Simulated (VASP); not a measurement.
Band structure of AlN (zinc blende). Calculation: PBE GGA with D3 dispersion (zero damping), VASP's PBE PAW potentials (set 64) (plane waves; VASP).

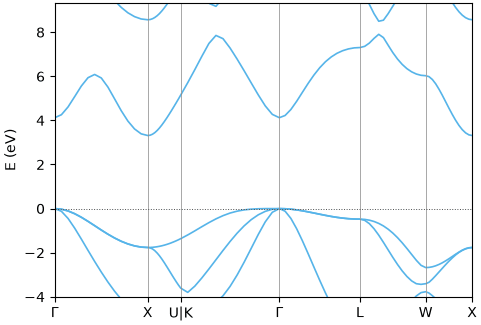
Figure. Bands along high-symmetry lines, zero at the valence-band maximum or, without a gap, the Fermi level

**Question.** Read the plot: is there a gap, and where are the band edges?

**Answer.** The gap is indirect, 3.31 eV, from the valence maximum at Γ to the conduction minimum at X. (Edges off the drawn lines would not show.)

Measured: gap 5.34 eV (computed value off by -2.03 eV), as given by Daiki Deguchi et al., Japanese Journal of Applied Physics (2016), arXiv:1512.06930.

The compound is AlN in the zinc blende structure, a metastable form; wurtzite is the usual one. The cell was not relaxed at this level.
